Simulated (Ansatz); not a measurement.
Three curves of one kind of scan: energy against volume (even scaling of the relaxed cell, symmetry kept). Level of theory: PBE (plane waves to 420 eV, PAW, scalar-relativistic; Ansatz, an electronic-structure program). Each is measured from its own zero (the relaxed starting cell). 

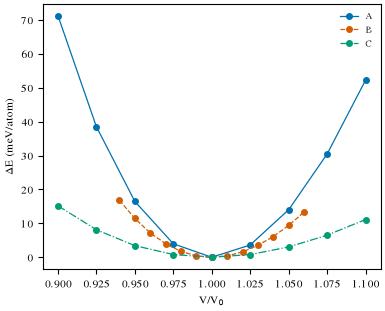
Figure: Curves A, B and C.

### Question
Match the curves to these crystals:
- Se (trigonal-Se type, space group P3_121), a = 4.5345 Å, b = 4.5345 Å, c = 5.0415 Å, α = 90.00°, β = 90.00°, γ = 120.00°
- Ti (hcp, Mg type), a = 2.9390 Å, b = 2.9390 Å, c = 4.6501 Å, α = 90.00°, β = 90.00°, γ = 120.00°
- CdSe (wurtzite), a = b = 4.383 Å, c = 7.154 Å, α = β = 90.00°, γ = 120.00°

### Answer
A is Ti; B is CdSe; C is Se.

All were relaxed with their symmetry unable to fall. Ti is run without spin polarisation.

(Under strain, the slope of the energy per volume gives the stress and its curvature an elastic modulus.)
